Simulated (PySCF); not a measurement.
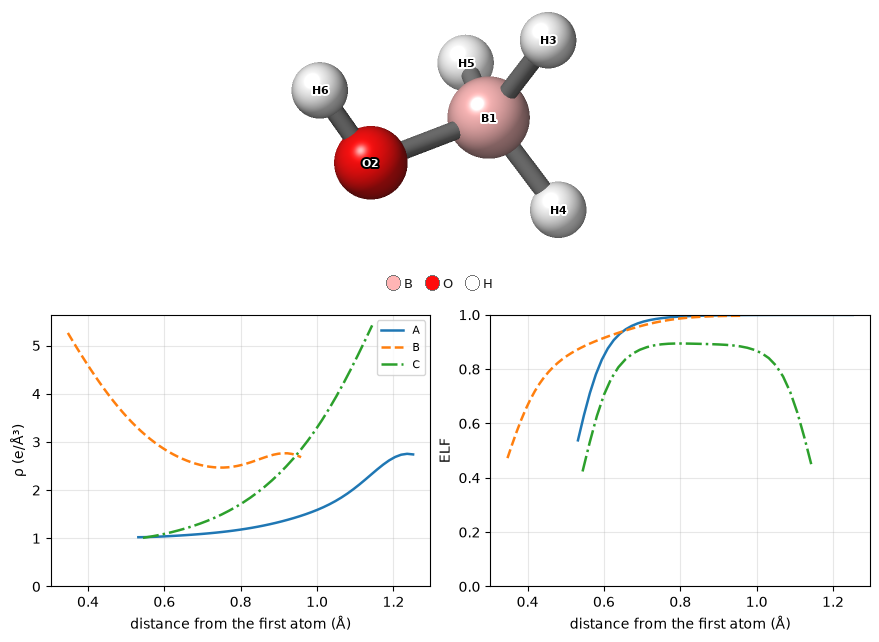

The picture shows: BH4O (SMILES [BH3-]O) (charge −1). Total electron density and ELF along straight lines between neighbouring atoms. The curves leave out the atomic cores. The structure is drawn too.

Geometry: PBE0-D3(BJ)/ma-def2-SVP.

These are results of DFT single point, gas phase, functional PBE0 (PySCF 2.14.0, density-fitted response routines), not measurements.

```xyz
6

B    -0.3545    0.0005   -0.0226
O     1.0219   -0.4459   -0.4206
H    -0.5196    1.2435   -0.2139
H    -1.1968   -0.6226   -0.7071
H    -0.5864   -0.2246    1.2041
H     1.6436    0.0485    0.1152
```

Which curve belongs to which contact (B–H, B–O and O–H)? The first atom named is at distance zero.

Answer. Curve A: B–H (1.25 Å): ρ is about 1.1 e/Å³ halfway; the ELF climbs to about 1 towards the hydrogen, as it does in any bond to H; a covalent bond by its length. Curve B: O–H (0.96 Å): the density is about 3.7 e/Å³ at the midpoint; the ELF climbs to about 1 towards the hydrogen; a covalent bond by its length. Curve C: B–O (1.50 Å): ρ at the midpoint is about 1.5 e/Å³; the ELF peaks at about 0.90 between the atoms (a shared but strongly polarised pair).
